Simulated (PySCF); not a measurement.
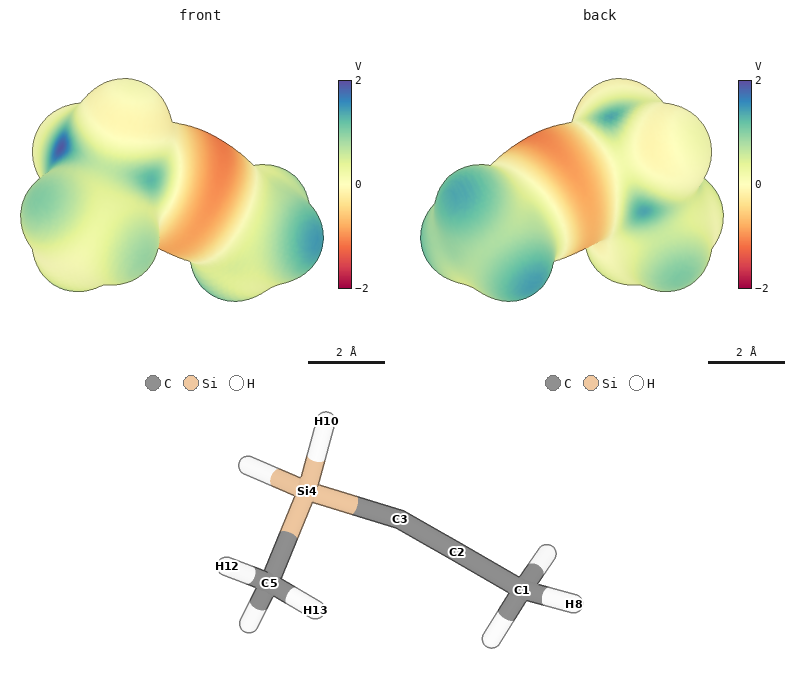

Figure 1: C$_{4}$H$_{8}$Si (SMILES CC#C[SiH2]C). The electrostatic potential painted on the density surface at 0.004 e/bohr³, seen from the front and from behind; red is negative and blue positive. The bare structure is drawn below in the same view.

Geometry: GFN2-xTB, MD frame at 250 fs, 600 K.

Level of theory: PBE0/def2-SVPD, SCF density, gas phase (PySCF 2.14.0).

```
atom    x (Å)    y (Å)    z (Å)
   C   2.0730  -1.0260   0.0482
   C   0.7912  -0.3941   0.5670
   C  -0.1598   0.2731   0.8684
  Si  -1.7264   1.1195   1.0219
   C  -2.9674  -0.0123   0.1416
   H   1.9395  -1.0264  -1.0687
   H   3.0147  -0.4235   0.1672
   H   2.2922  -1.9720   0.5544
   H  -1.7815   2.4482   0.4030
   H  -1.8684   1.3307   2.4716
   H  -2.8941   0.0340  -0.8632
   H  -3.9788   0.1878   0.5094
   H  -2.8100  -1.0281   0.4204
```

Which sites attract a positive test charge, and which a negative one?

A positive charge is drawn to the negative regions and a negative charge to the positive ones. The most negative region (about −1.1 V) lies over C2 and C3, the most positive (about +1.6 V) over Si4.

How polar is the molecule by this calculation?

Its dipole moment is 1.45 D.
